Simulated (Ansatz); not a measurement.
BN₂H₇: several calculations on one system

**1. Relaxation**

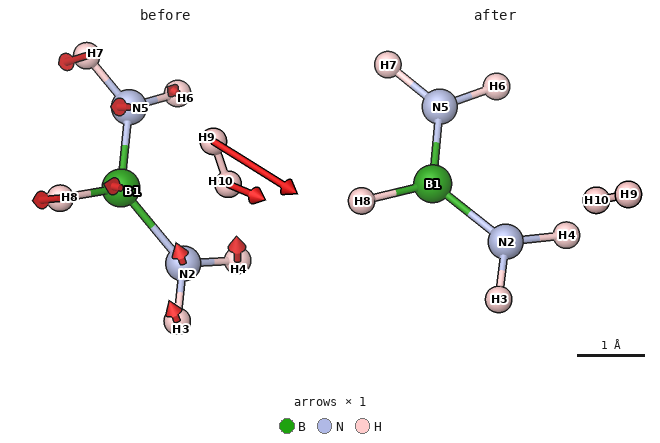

The structure of BN2H7 before (left) and after (right) a relaxation, at one scale. The red arrows give the displacements, at their true length.

The picture is a ball-and-stick view, seen from a free direction.

The run prepares an end point of a later path (reaction) calculation, from a guessed geometry.

The calculation used RKS B3LYP-D4/cc-pVDZ in Ansatz 0.2.0.

The input:
```yaml
crystal:
  periodic: [false, false, false]
  atoms:
    - { symbol: B, position_ang: [0.04652, -0.139358, 0.149552] }
    - { symbol: "N", position_ang: [0.052063, -0.389662, 1.61069] }
    - { symbol: H, position_ang: [-0.805007, -0.448221, 2.141843] }
    - { symbol: H, position_ang: [0.892193, -0.436904, 2.172565] }
    - { symbol: "N", position_ang: [1.232337, -0.046625, -0.597544] }
    - { symbol: H, position_ang: [2.16477, -0.116264, -0.209234] }
    - { symbol: H, position_ang: [1.225236, 0.130514, -1.592133] }
    - { symbol: H, position_ang: [-1.019044, -0.053614, -0.40736] }
    - { symbol: H, position_ang: [-0.0662, 2.213499, 0.631509] }
    - { symbol: H, position_ang: [-0.148269, 1.842136, 1.240513] }
basis:
  gaussian: { orbitals: cc-pVDZ }
hamiltonian:
  xc: b3lyp
  dispersion: d4
relax:
  f_tol: 0.03
  max_steps: 50
```

Launched with:
```bash
ansatz run input.yaml --threads 1 --pin off --max-ram 2048MiB --backend cpu --events-out ev --progress --plain --runs-dir out
```

Q: Describe what moved and what it gained.

A: Over 15 accepted moves (16 points after the start) the energy falls by 8.71 kcal/mol. Largest force component: 2 eV/Å at the start, 0.011 eV/Å at the end. The line search rejected the trial step at point 6 of the run. The forces were under the threshold at step 12, but the run went on from there. The largest move after the best rigid fit is that of H9, 1.74 Å. By element the largest moves are H 1.74 Å, N 0.48 Å, B 0.40 Å. Some distances before and after: B1–N2 1.482 → 1.418 Å, H9–H10 0.718 → 0.764 Å, B1–N5 1.405 → 1.412 Å.

Limits of the set-up: the start holds two separate molecules, 2.3 Å apart at their closest, whose relative position is a soft coordinate.

**2. Relaxation**

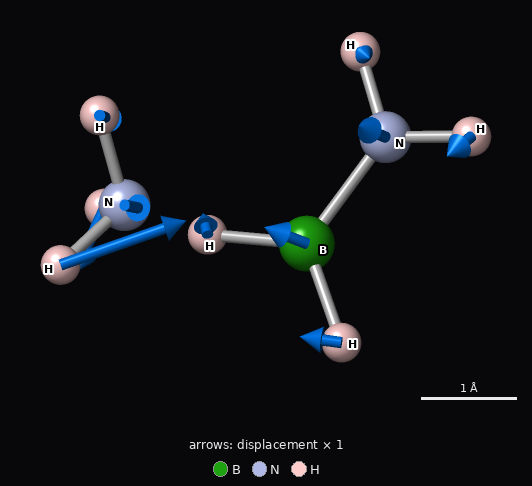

A relaxation of BN$_{2}$H$_{7}$. The starting structure is drawn; blue arrows show the displacements, at their true length. The two geometries are superimposed by the best rigid fit.

The picture is a ball-and-stick view, seen at a tilt.

The run prepares an end point of a later path (reaction) calculation, from a guessed geometry.

Computed with RKS B3LYP-D4/cc-pVDZ (Ansatz). Set-up: no spin polarisation; force threshold 0.03 eV/Å; at most 50 steps.

Q: Which element moves most?

A: Hydrogen: up to 1.41 Å, against 0.60 Å for nitrogen.

Q: What did the optimiser do to the structure, and how much energy did it gain?

A: After 29 accepted moves (32 points after the start) the energy has fallen by 20.7 kJ/mol. Largest force component: 0.61 eV/Å at the start, 0.017 eV/Å at the end. The line search rejected the trial steps at points 5, 24, 27 of the run. The largest move after the best rigid fit is that of an H atom, 1.41 Å. By element the largest moves are H 1.41 Å, N 0.60 Å, B 0.54 Å. Near-neighbour distances that change, for instance: B–N 2.752 → 1.716 Å, B–N 1.394 → 1.492 Å, B–H 1.199 → 1.228 Å, H–N 1.040 → 1.024 Å. New bonds form, among them: B–N (2.75 → 1.72 Å). Bond angles that change, for instance: B–N–H 123.5° → 115.4°, H–B–H 121.7° → 114.0°, B–N–H 123.0° → 115.5°.

**3. Path**

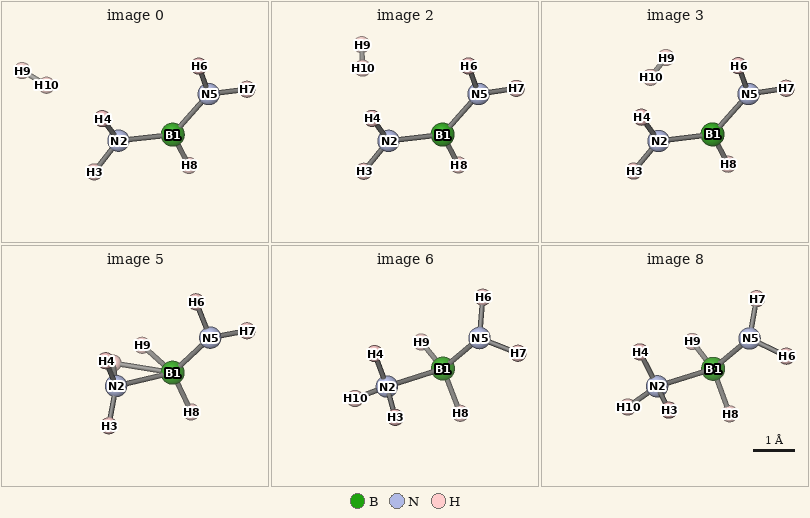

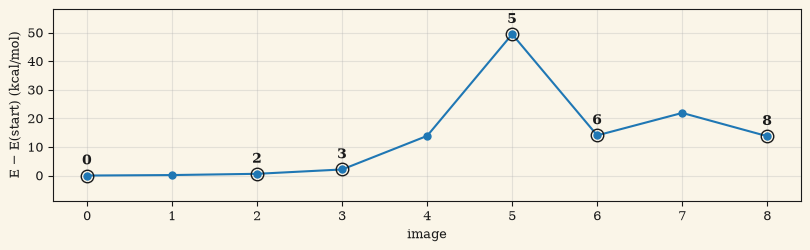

NEB run on BN2H7, made up at the start of BN2H5 and H₂. Images are numbered from 0 (start) to 8 (end). Style: ball-and-stick. Shown at a tilt.

Computed with RKS B3LYP-D4/cc-pVDZ (Ansatz). Run with 7 movable images; climbing image; force threshold 0.05 eV/Å; iteration limit 60; starting path through a guess of the saddle point.

Question: Describe the mechanism and the energy profile.

Answer: The path has more than one stage, and so few images may leave a stage unresolved. Breaking: H9–H10 (0.76 → 1.06 at the top → 2.60 Å). Forming: B1–H9 (4.19 → 1.49 at the top → 1.23 Å), N2–H10 (2.63 → 1.29 at the top → 1.02 Å). Forward barrier 49.5 kcal/mol, backward barrier 35.7 kcal/mol, with image 5 at the top; the reaction energy is +13.8 kcal/mol. The profile has 2 maxima (images 5, 7) with a dip at image 6 (+14.1 kcal/mol), so the process runs in steps. The band converged in 44 iterations. The largest component of the band force went from 26 to 0.023 eV/Å. The climbing image converged on the top of the path. Its vibrational analysis gives one imaginary mode (1526i cm⁻¹), as a transition state must have.

Limits of the set-up: the start holds two separate molecules, 2.6 Å apart at their closest, whose relative position is a soft coordinate.
